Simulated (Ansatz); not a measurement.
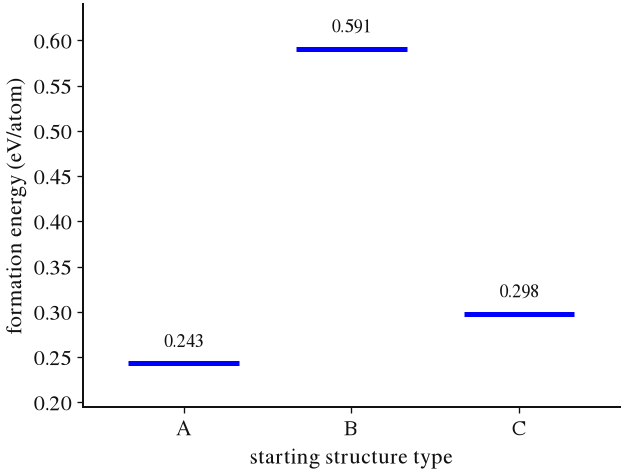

The plot gives the computed formation energy of each starting structure type for AsIr. The labels are replaced by letters. In alphabetical order the cases are: AuCd (B19); NaTl (B32); caesium chloride type.

Method: a formula put on the sites of a structure type, uncorrected energy per atom over the elements' standard states (H N O F Cl as gases), plane-wave PAW DFT, cell and atoms relaxed at 0 K and 0 GPa, spin start parallel or as listed, metals to 4 meV/atom (Ansatz 0.2.0). Level: PBE, no spin polarisation.

```csv
setting,value
wave cutoff,420 eV
```

The names give the starting types; a cell can relax into another structure.

> Which letter stands for which starting structure type?

A: AuCd (B19) (0.243 eV/atom); B: NaTl (B32) (0.591 eV/atom); C: caesium chloride type (0.298 eV/atom).
